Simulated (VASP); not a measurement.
Band structure of Ni3Si (L1_2). Calculation: AM05 GGA, VASP's PBE PAW potentials (set 64) (plane waves; VASP 6.6.1).

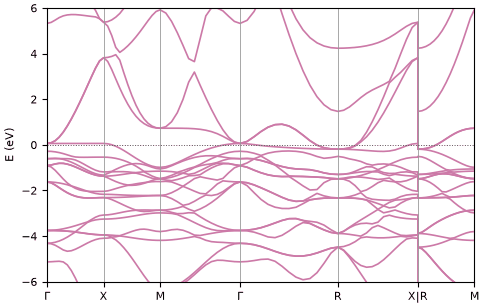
Figure: Bands along high-symmetry lines, zero at the valence-band maximum or, without a gap, the Fermi level

**Question.** Read the plot: is there a gap, and where are the band edges?

**Answer.** It has no gap at this level: it comes out as a metal or semimetal. (Edges off the drawn lines would not show.)

The compound is Ni3Si in the L1_2 structure. It was relaxed first. The run is not spin-polarised, so no magnetic state was tried.
